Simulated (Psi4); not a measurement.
**BH3Br− (SMILES [BH3-]Br) at BHLYP/def2-TZVP**

What is the vertical ionisation energy of BH3Br− at BHLYP/def2-TZVP? 

Program for the calculation: Psi4 1.11.

1 further run of the same task is left out (set aside as unsound or not needed).

## (1) The molecule

BH3Br− has 5 atoms, charge -1, and is taken as a singlet. SMILES: `[BH3-]Br`. The shape is that of a GFN2-xTB optimisation.

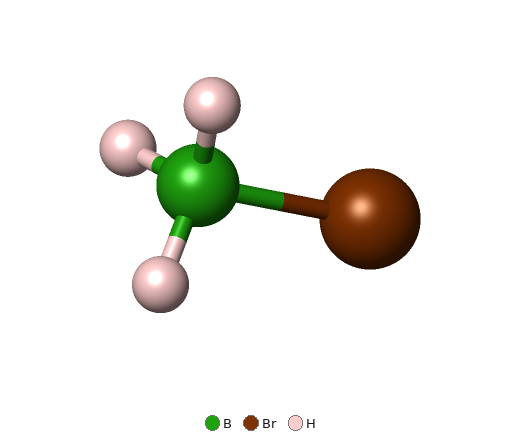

Viewed from a chosen angle; boron green, bromine brown, hydrogen pink.

## (2) Energy and forces at BHLYP/def2-TZVP

bbrh3.json

```json
{
  "schema_name": "qcschema_input",
  "schema_version": 1,
  "molecule": {
    "schema_name": "qcschema_molecule",
    "schema_version": 2,
    "symbols": ["B", "Br", "H", "H", "H"],
    "geometry": [0.1994417, -0.08942184, 0.27537089, -1.97321422, 0.88393829, -2.72371896, 2.33201652, -0.41044851, -0.49191461, -0.66620405, -2.01573306, 1.1584777, 0.10796005, 1.63166513, 1.78180387],
    "molecular_charge": -1,
    "molecular_multiplicity": 1,
    "fix_symmetry": "c1"
  },
  "driver": "gradient",
  "model": {
    "method": "bhhlyp",
    "basis": "def2-TZVP"
  },
  "keywords": {
    "puream": true,
    "e_convergence": 1e-09,
    "d_convergence": 1e-08,
    "scf_type": "pk",
    "dft_radial_points": 99,
    "dft_spherical_points": 590
  }
}
```

Launch:

```console
psi4 --qcschema bbrh3.json -n 1 --memory 1600MB
```

stdout:

```text
[...]
  Running in c1 symmetry.
[...]
  Nuclear repulsion =   73.969301091074627
[...]
  Multiplicity = 1
[...]
  Nalpha       = 22
  Nbeta        = 22
[...]
    Number of basis functions: 97
[...]
   @RKS iter   1: -2600.46982710202838   -1.69296e+00   1.49922e-02 DIIS/ADIIS
[...]
   @RKS iter  10: -2600.86533140509891   -1.81899e-12   2.09360e-09 DIIS
[...]
    Orbital Energies [Eh]
    ---------------------
    Doubly Occupied:
       1A   -485.353684     2A    -63.273606     3A    -56.913457
       4A    -56.912343     5A    -56.912343     6A     -8.891879
       7A     -6.835978     8A     -6.635929     9A     -6.631754
      10A     -6.631754    11A     -2.610308    12A     -2.608773
      13A     -2.608773    14A     -2.604905    15A     -2.604905
      16A     -0.639211    17A     -0.365496    18A     -0.191333
      19A     -0.191299    20A     -0.169015    21A     -0.105783
      22A     -0.105773
[...]
  @RKS Final Energy: -2600.86533140509891
   => Energetics <=
    Nuclear Repulsion Energy =             73.9693010910746267
    One-Electron Energy =               -3775.2182961031426203
    Two-Electron Energy =                1149.7450904020449798
    DFT Exchange-Correlation Energy =     -49.3614267950756727
    Empirical Dispersion Energy =           0.0000000000000000
    VV10 Nonlocal Energy =                  0.0000000000000000
    Total Energy =                      -2600.8653314050984591
[...]
 Multipole Moments:
 ------------------------------------------------------------------------------------
     Multipole            Electronic (a.u.)      Nuclear  (a.u.)        Total (a.u.)
 ------------------------------------------------------------------------------------
 L = 1.  Multiply by 2.5417464519 to convert [e a0] to [Debye]
 Dipole X            :         -4.8229673            3.9044654           -0.9185018
 Dipole Y            :          2.1604827           -1.7490294            0.4114533
 Dipole Z            :         -6.6573426            5.3894792           -1.2678634
 Magnitude           :                                                    1.6187702
[...]
  -Total Gradient:
     Atom            X                  Y                   Z
    ------   -----------------  -----------------  -----------------
       1       -0.014253644511     0.006377471634    -0.019678155931
       2        0.013315246812    -0.005970694728     0.018389354962
       3        0.000482394259    -0.000140820412     0.000314285862
       4        0.000176964618    -0.000323264975     0.000455926812
       5        0.000279952443     0.000056875923     0.000519828748
[...]
```

The result, in JSON:

```text
{
 "driver": "gradient",
 "model": {
  "method": "bhhlyp",
  "basis": "def2-TZVP"
 },
 "success": true,
 "return_result": [-0.014253644510557946, 0.006377471633896546, -0.019678155931311562, 0.013315246812039348, -0.0059706947283927735, 0.01838935496238775, 0.00048239425919184564, -0.0001408204115254299, 0.0003142858619070328, 0.0001769646176724808, -0.00032326497543792854, 0.0004559268116192394, 0.00027995244295972834, 5.687592291608867e-05, 0.0005198287479929453],
 "properties": {
  "calcinfo_nbasis": 97,
  "calcinfo_nmo": 97,
  "calcinfo_nalpha": 22,
  "calcinfo_nbeta": 22,
  "calcinfo_natom": 5,
  "nuclear_repulsion_energy": 73.96930109107463,
  "return_energy": -2600.865331405099,
  "return_gradient": [-0.014253644510557946, 0.006377471633896546, -0.019678155931311562, 0.013315246812039348, -0.0059706947283927735, 0.01838935496238775, 0.00048239425919184564, -0.0001408204115254299, 0.0003142858619070328, 0.0001769646176724808, -0.00032326497543792854, 0.0004559268116192394, 0.00027995244295972834, 5.687592291608867e-05, 0.0005198287479929453],
  "scf_one_electron_energy": -3775.2182961031426,
  "scf_two_electron_energy": 1149.745090402045,
  "scf_xc_energy": -49.36142679507567,
  "scf_dipole_moment": [-0.9185018431653447, 0.41145325738950134, -1.2678634329481433],
  "scf_total_energy": -2600.865331405099,
  "scf_total_gradient": [-0.014253644510557946, 0.006377471633896546, -0.019678155931311562, 0.013315246812039348, -0.0059706947283927735, 0.01838935496238775, 0.00048239425919184564, -0.0001408204115254299, 0.0003142858619070328, 0.0001769646176724808, -0.00032326497543792854, 0.0004559268116192394, 0.00027995244295972834, 5.687592291608867e-05, 0.0005198287479929453],
  "scf_iterations": 10
 }
}
```

Run time: 13 s. Hardware: 1 thread of Intel Xeon 6975P-C (Granite Rapids), shared host; peak memory 0.75 GiB.

## (3) Doublet neutral BH3Br: the energy at UBHLYP/def2-TZVP

bbrh3.xyz

```xyz
5
BBrH3
B      0.105540    -0.047320     0.145720
Br    -1.044180     0.467760    -1.441330
H      1.234050    -0.217200    -0.260310
H     -0.352540    -1.066680     0.613040
H      0.057130     0.863440     0.942890
```

run_ase.py

```python
import numpy as np
from ase.calculators.psi4 import Psi4
from ase.io import read

atoms = read('bbrh3.xyz')
calc = Psi4(atoms=atoms, method='bhhlyp', basis='def2-TZVP', memory='1600MB', num_threads=1, charge=0, multiplicity=2, label='calc', reference='uks')
calc.psi4.set_options({'puream': True, 'e_convergence': 1e-09, 'd_convergence': 1e-08, 'scf_type': 'pk', 'dft_radial_points': 99, 'dft_spherical_points': 590, 'maxiter': 200})
atoms.calc = calc

print(f'energy: {atoms.get_potential_energy():.6f} eV')
```

Launch:

```console
python run_ase.py
```

calc.dat:

```text
[...]
  Running in c1 symmetry.
[...]
  Nuclear repulsion =   73.969301079071656
[...]
  Multiplicity = 2
[...]
  Nalpha       = 22
  Nbeta        = 21
[...]
    Number of basis functions: 97
[...]
   @UKS iter   1: -2600.44402202158017   -1.66716e+00   1.37333e-02 DIIS/ADIIS
[...]
   @UKS iter  48: -2600.71269967722810   -1.09139e-11   8.31204e-09 DIIS
[...]
   @S^2 Observed:                7.581336876E-01
[...]
    Orbital Energies [Eh]
    ---------------------
    Alpha Occupied:
       1A   -485.663614     2A    -63.581299     3A    -57.224673
       4A    -57.219909     5A    -57.218715     6A     -9.199815
       7A     -7.074183     8A     -6.951032     9A     -6.938437
      10A     -6.934128    11A     -2.921906    12A     -2.919993
      13A     -2.916022    14A     -2.907852    15A     -2.907603
      16A     -0.939419    17A     -0.615678    18A     -0.470719
      19A     -0.440636    20A     -0.430451    21A     -0.393972
      22A     -0.358776
    Alpha Virtual:
      23A      0.061508    24A      0.076178    25A      0.124013
[...]
  @UKS Final Energy: -2600.71269967722810
   => Energetics <=
    Nuclear Repulsion Energy =             73.9693010790716556
    One-Electron Energy =               -3762.7910777610577497
    Two-Electron Energy =                1137.3083197715955066
    DFT Exchange-Correlation Energy =     -49.1992427668376280
    Empirical Dispersion Energy =           0.0000000000000000
    VV10 Nonlocal Energy =                  0.0000000000000000
    Total Energy =                      -2600.7126996772281018
[...]
 Multipole Moments:
 ------------------------------------------------------------------------------------
     Multipole            Electronic (a.u.)      Nuclear  (a.u.)        Total (a.u.)
 ------------------------------------------------------------------------------------
 L = 1.  Multiply by 2.5417464519 to convert [e a0] to [Debye]
 Dipole X            :         -4.1816057            3.9044654           -0.2771403
 Dipole Y            :          2.0078845           -1.7490295            0.2588550
 Dipole Z            :         -5.8834755            5.3894792           -0.4939963
 Magnitude           :                                                    0.6227720
[...]
```

Standard output:

```text
energy: -70768.997209 eV
```

It took 41 s on 1 thread of Intel Xeon 6975P-C (Granite Rapids), shared host; peak memory 0.8 GiB.

## (4) Results

At BHLYP/def2-TZVP:

| quantity | value |
| --- | --- |
| singlet BH3Br−: total energy | -2600.86533 Eh |
| singlet BH3Br−: HOMO energy | -2.88 eV |
| singlet BH3Br−: LUMO energy | 6.75 eV |
| singlet BH3Br−: HOMO–LUMO gap (to an unbound level, set by the basis) | 9.63 eV |
| singlet BH3Br−: largest force on an atom | 1.292 eV/Å |
| doublet neutral BH3Br: total energy | -2600.71270 Eh |
| doublet neutral BH3Br: dipole moment | 1.58 D |
| doublet neutral BH3Br: HOMO energy (highest over α and β) | -9.46 eV |
| doublet neutral BH3Br: LUMO energy (lowest over α and β) | -5.46 eV |
| doublet neutral BH3Br: ⟨S²⟩ | 0.758 |
| vertical detachment energy (to the doublet neutral) | 4.153 eV |

What this shows: The vertical ionisation energy comes to 4.15 eV (401 kJ/mol). The largest force (singlet BH3Br−) is 1.29 eV/Å: the shape isn't a stationary point for this species at this level. The negative HOMO energy of the first species, 2.88 eV, lies 1.28 eV below that difference.
